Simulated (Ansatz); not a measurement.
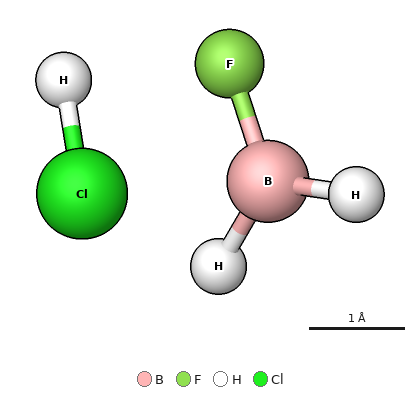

*The structure as given in the input (ball-and-stick view, seen at a tilt).*

Bond lengths as drawn: B–F 1.33 Å, B–H 1.21 Å and Cl–H 1.29 Å.

## Nudged elastic band of BH3ClF

The run: nudged elastic band of BH3ClF. Method and program: RKS PBE0/def2-SVP (Ansatz 0.2.0).

It belongs to a series of runs on one base structure; here: band between the two ends.

## The input
```yaml
crystal:
  periodic: [false, false, false]
  atoms:
    - { symbol: B, position_ang: [-0.006221, 0.273469, -0.036693] }
    - { symbol: F, position_ang: [-0.012803, 0.639881, 1.239429] }
    - { symbol: H, position_ang: [1.06452, 0.203528, -0.591737] }
    - { symbol: H, position_ang: [-1.074785, 0.136232, -0.583463] }
    - { symbol: Cl, position_ang: [0.088114, -2.490911, 0.825399] }
    - { symbol: H, position_ang: [0.078475, -1.8769, 1.958666] }
basis:
  gaussian: { orbitals: def2-SVP }
hamiltonian:
  xc: pbe0
neb:
  order_check: false
  images: 5
  f_tol: 0.05
  max_iterations: 60
  final_atoms:
    - { symbol: B, position_ang: [0.01575838, -0.40291479, -0.15670396] }
    - { symbol: F, position_ang: [0.00944796, 0.10344151, 1.7152208] }
    - { symbol: H, position_ang: [1.0571035, 0.10911791, -0.46596401] }
    - { symbol: H, position_ang: [-1.05972154, 0.0407321, -0.45460713] }
    - { symbol: Cl, position_ang: [0.0748204, -2.17692681, 0.16950998] }
    - { symbol: H, position_ang: [0.03989129, -0.78815093, 2.00414531] }
  initial_path:
    images:
      - { positions_ang: [[-0.006221, 0.273469, -0.036693], [-0.012803, 0.639881, 1.239429], [1.06452, 0.203528, -0.591737], [-1.074785, 0.136232, -0.583463], [0.088114, -2.490911, 0.825399], [0.078475, -1.8769, 1.958666]] }
      - { positions_ang: [[-0.00474341, 0.18443067, -0.02205236], [-0.00854914, 0.42102802, 1.38530906], [1.05237521, 0.14140254, -0.59074347], [-1.0608256, 0.0948108, -0.58453264], [0.09019094, -2.3440777, 0.77024091], [0.068852, -1.61229532, 1.8533795]] }
      - { positions_ang: [[-0.00326582, 0.09539234, -0.00741172], [-0.00429529, 0.20217503, 1.53118912], [1.04023042, 0.07927707, -0.58974994], [-1.0468662, 0.05338961, -0.58560228], [0.09226788, -2.19724441, 0.71508282], [0.059229, -1.34769065, 1.748093]] }
      - { positions_ang: [[-0.00178822, 0.00635401, 0.00722892], [-4.143e-05, -0.01667795, 1.67706918], [1.02808563, 0.01715161, -0.5887564], [-1.0329068, 0.01196841, -0.58667192], [0.09434481, -2.05041111, 0.65992473], [0.04960601, -1.08308597, 1.6428065]] }
      - { positions_ang: [[0.00406065, -0.13006892, -0.04741537], [0.0031217, 0.02336187, 1.68978638], [1.03775825, 0.04780705, -0.5478256], [-1.04184504, 0.02155631, -0.54265032], [0.08783668, -2.09258301, 0.49645315], [0.04636777, -0.98477429, 1.76325277]] }
      - { positions_ang: [[0.00990951, -0.26649185, -0.10205967], [0.00628483, 0.06340169, 1.70250359], [1.04743088, 0.07846248, -0.50689481], [-1.05078329, 0.0311442, -0.49862872], [0.08132854, -2.13475491, 0.33298157], [0.04312953, -0.88646261, 1.88369904]] }
      - { positions_ang: [[0.01575838, -0.40291479, -0.15670396], [0.00944796, 0.10344151, 1.7152208], [1.0571035, 0.10911791, -0.46596401], [-1.05972154, 0.0407321, -0.45460713], [0.0748204, -2.17692681, 0.16950998], [0.03989129, -0.78815093, 2.00414531]] }
```

Machine: 1 thread of Arm Neoverse V1, 24 GiB of memory available, shared host.

Launched with:
```bash
ansatz run input.yaml --threads 1 --pin off --max-ram 2048MiB --backend cpu --events-out ev --progress --plain --runs-dir out
```

## The program's output
```
Engine: ansatz 0.2.0, aarch64-unknown-linux-gnu
Functional definition: PBE0
  parameter a = 0.25
  parameter kappa = 0.804
  parameter beta = 0.06672455060314922
  exchange = (1 - a)*pbe_x(kappa = kappa, mu = beta*pi^2/3) + a*exact_x
  correlation = pbe_c(beta = beta)
642 factors; integrals over basis functions are off by at most 4.8e-4 eV
mean field evaluation 1: about -15950.3425 eV, gradient 2.2e1 eV
mean field evaluation 2: about -15950.0946 eV, gradient 2.8e1 eV
mean field evaluation 4: about -15951.1945 eV, gradient 5.5e-1 eV
mean field evaluation 8: about -15951.2261 eV, gradient 4.3e-2 eV
mean field -15951.22609871 eV, -586.1967469980 hartree, gradient 7.8e-5 eV, S^2 0.000000; 0 other end points of the search recorded, 0 dependent functions left out
the calculation of the forces begins
reference -15951.22611984 eV, -586.1967477747 hartree; 17, 17 occupied and 44, 44 virtual orbitals, 642 factors
644 factors; integrals over basis functions are off by at most 1.4e-3 eV
mean field evaluation 16: about -15949.6014 eV, gradient 2.7e1 eV
mean field -15950.76868313 eV, -586.1799372857 hartree, gradient 1.4e-5 eV, S^2 0.000000; 0 other end points of the search recorded, 0 dependent functions left out
[... from here on the field's lines of each further geometry are left out, up to the last ...]
NEB iter   1: max|band force component| = 5.512e0 eV/Å  barrier→ = 1.9620 eV  barrier← = 1.5046 eV  Δτ_max = 0.1981 Å  (169 SCF iters)
NEB iter   2: max|band force component| = 2.965e0 eV/Å  barrier→ = 1.0090 eV  barrier← = 0.5516 eV  Δτ_max = 0.1344 Å  (151 SCF iters)
NEB iter   3: max|band force component| = 1.641e0 eV/Å  barrier→ = 0.8023 eV  barrier← = 0.3449 eV  Δτ_max = 0.0683 Å  (139 SCF iters)
NEB iter   4: max|band force component| = 9.085e-1 eV/Å  barrier→ = 0.7848 eV  barrier← = 0.3274 eV  Δτ_max = 0.0666 Å  (141 SCF iters)
NEB iter   5: max|band force component| = 5.448e-1 eV/Å  barrier→ = 0.7647 eV  barrier← = 0.3073 eV  Δτ_max = 0.0347 Å  (143 SCF iters)
NEB iter   6: max|band force component| = 2.284e-1 eV/Å  barrier→ = 0.7497 eV  barrier← = 0.2922 eV  CI = image 4  Δτ_max = 0.0281 Å  (139 SCF iters)
NEB iter   7: max|band force component| = 1.456e-1 eV/Å  barrier→ = 0.7510 eV  barrier← = 0.2936 eV  CI = image 4  Δτ_max = 0.0128 Å  (134 SCF iters)
the calculation of the forces begins
reference -15950.69099351 eV, -586.1770822449 hartree; 17, 17 occupied and 44, 44 virtual orbitals, 644 factors
642 factors; integrals over basis functions are off by at most 1.8e-3 eV
mean field evaluation 416: about -15950.4760 eV, gradient 1.4e-5 eV
mean field -15950.47604680 eV, -586.1691830990 hartree, gradient 1.0e-5 eV, S^2 0.000000; 1 other end points of the search recorded, 0 dependent functions left out
the calculation of the forces begins
reference -15950.47606632 eV, -586.1691838163 hartree; 17, 17 occupied and 44, 44 virtual orbitals, 642 factors
NEB iter   8: max|band force component| = 4.417e-2 eV/Å  barrier→ = 0.7501 eV  barrier← = 0.2926 eV  CI = image 4  Δτ_max = 0.0000 Å  (243 SCF iters)
```

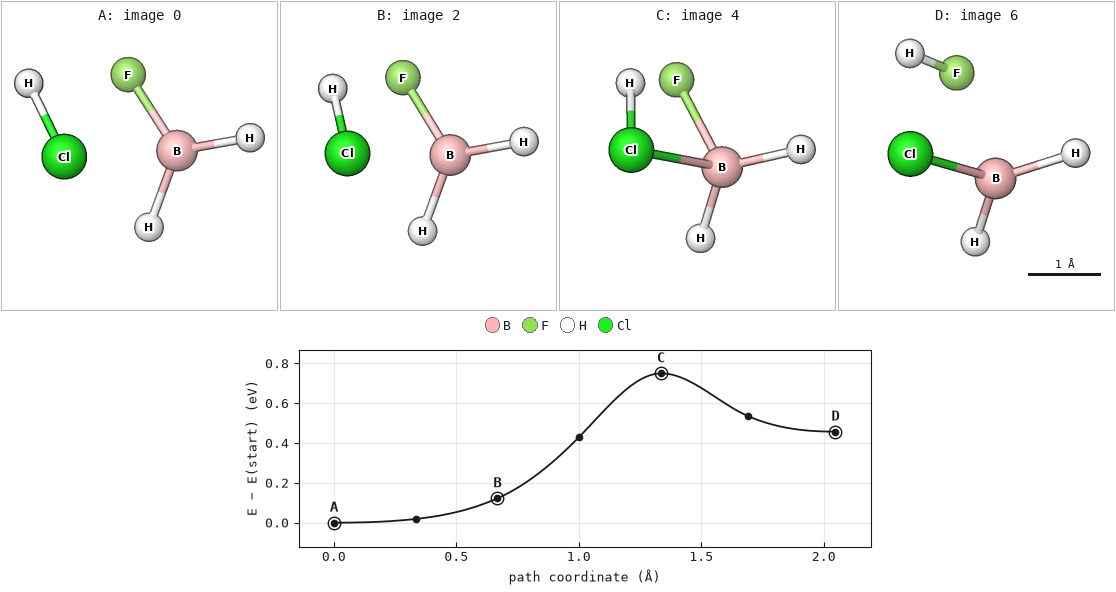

*Images of the last band (counted from 0; ball-and-stick, seen at a tilt) above the energy along the path; the line is a cubic interpolation that uses the forces.*

The highest image is number 4, 0.750 eV above the start and 0.293 eV above the end (the climbing image); the end lies 0.457 eV above the start. The path is 2.05 Å long. The band converged in 8 iterations.

```
Total energy: -15950.47606632 eV, -586.1691838163 hartree
Atom 0 at     0.010874    -0.191828     0.038436 Å, force    -0.007794     0.037194     0.032478 eV/Å
Atom 1 at     0.011359     0.141287     1.534163 Å, force    -0.003153    -0.036609    -0.041157 eV/Å
Atom 2 at     1.060863     0.100070    -0.464982 Å, force     0.000090    -0.010689    -0.008382 eV/Å
Atom 3 at    -1.061345     0.037230    -0.451350 Å, force     0.008669    -0.008965    -0.002748 eV/Å
Atom 4 at     0.070717    -2.151165     0.549516 Å, force    -0.000335     0.016757    -0.000903 eV/Å
Atom 5 at     0.044832    -1.050295     1.605819 Å, force     0.002522     0.002313     0.020711 eV/Å
Dipole moment:     0.003295    -0.084413     0.162283 e Å
this run last wrote the band of iteration 8 to [file]
```

## The last band as extended XYZ (Å, eV, eV/Å)
```
6
Properties=species:S:1:pos:R:3:forces:R:3 image=0 energy=-15951.22610
B    -0.0062    0.2735   -0.0367   -0.0012   0.0026   0.0210
F    -0.0128    0.6399    1.2394    0.0002  -0.0007  -0.0090
H     1.0645    0.2035   -0.5917   -0.0083   0.0005  -0.0071
H    -1.0748    0.1362   -0.5835    0.0096   0.0003  -0.0063
Cl    0.0881   -2.4909    0.8254   -0.0003   0.0144   0.0295
H     0.0785   -1.8769    1.9587    0.0001  -0.0171  -0.0281
6
Properties=species:S:1:pos:R:3:forces:R:3 image=1 energy=-15951.20752
B    -0.0028    0.2038    0.0082   -0.0027   0.0428  -0.0168
F    -0.0060    0.5374    1.2997   -0.0011   0.0410  -0.0267
H     1.0657    0.1571   -0.5503    0.0002   0.0258  -0.0158
H    -1.0730    0.0865   -0.5367   -0.0007   0.0245  -0.0162
Cl    0.0911   -2.4532    0.7929    0.0006  -0.0497   0.0234
H     0.0623   -1.6462    1.7978    0.0038  -0.0844   0.0521
6
Properties=species:S:1:pos:R:3:forces:R:3 image=2 energy=-15951.10392
B     0.0027    0.1038    0.0548   -0.0200   0.2504  -0.0339
F    -0.0004    0.4308    1.3650   -0.0037   0.2202  -0.1121
H     1.0680    0.1064   -0.5070    0.0144   0.0382  -0.0280
H    -1.0683    0.0304   -0.4917   -0.0111   0.0430  -0.0314
Cl    0.0828   -2.3368    0.7236    0.0092  -0.2220   0.0937
H     0.0525   -1.4494    1.6669    0.0112  -0.3297   0.1116
6
Properties=species:S:1:pos:R:3:forces:R:3 image=3 energy=-15950.79550
B     0.0080   -0.0436    0.0709   -0.0183   0.6406   0.1905
F     0.0084    0.2953    1.4357   -0.0241   0.4978  -0.3554
H     1.0667    0.0776   -0.4846    0.0325  -0.0243  -0.0550
H    -1.0631    0.0154   -0.4715   -0.0228  -0.0201  -0.0424
Cl    0.0705   -2.2070    0.6599    0.0072  -0.2343   0.3177
H     0.0467   -1.2524    1.6012    0.0255  -0.8597  -0.0555
6
Properties=species:S:1:pos:R:3:forces:R:3 image=4 energy=-15950.47605
B     0.0109   -0.1918    0.0384   -0.0078   0.0372   0.0325
F     0.0114    0.1413    1.5342   -0.0032  -0.0366  -0.0412
H     1.0609    0.1001   -0.4650    0.0001  -0.0107  -0.0084
H    -1.0613    0.0372   -0.4513    0.0087  -0.0090  -0.0027
Cl    0.0707   -2.1512    0.5495   -0.0003   0.0168  -0.0009
H     0.0448   -1.0503    1.6058    0.0025   0.0023   0.0207
6
Properties=species:S:1:pos:R:3:forces:R:3 image=5 energy=-15950.69097
B     0.0140   -0.3240   -0.0505    0.0040  -0.2149  -0.1281
F     0.0095    0.0841    1.6244    0.0019  -0.1127   0.1332
H     1.0574    0.1142   -0.4515   -0.0068   0.0013   0.0047
H    -1.0584    0.0474   -0.4431    0.0119   0.0006   0.0112
Cl    0.0736   -2.1523    0.3608   -0.0014   0.0015  -0.2598
H     0.0412   -0.8841    1.7715   -0.0095   0.3242   0.2388
6
Properties=species:S:1:pos:R:3:forces:R:3 image=6 energy=-15950.76868
B     0.0158   -0.4029   -0.1567    0.0001  -0.0043   0.0029
F     0.0094    0.1034    1.7152   -0.0003   0.0087  -0.0022
H     1.0571    0.1091   -0.4660    0.0000   0.0036  -0.0018
H    -1.0597    0.0407   -0.4546   -0.0002   0.0035  -0.0018
Cl    0.0748   -2.1769    0.1695    0.0001  -0.0023   0.0020
H     0.0399   -0.7882    2.0041    0.0003  -0.0093   0.0008
```

## Summary

| quantity | value |
| --- | --- |
| outcome | converged |
| barrier, forward | 0.750 eV |
| barrier, backward | 0.293 eV |
| wall time | 67 s |
| peak memory | 0.11 GiB |

The order of the saddle point was not checked.
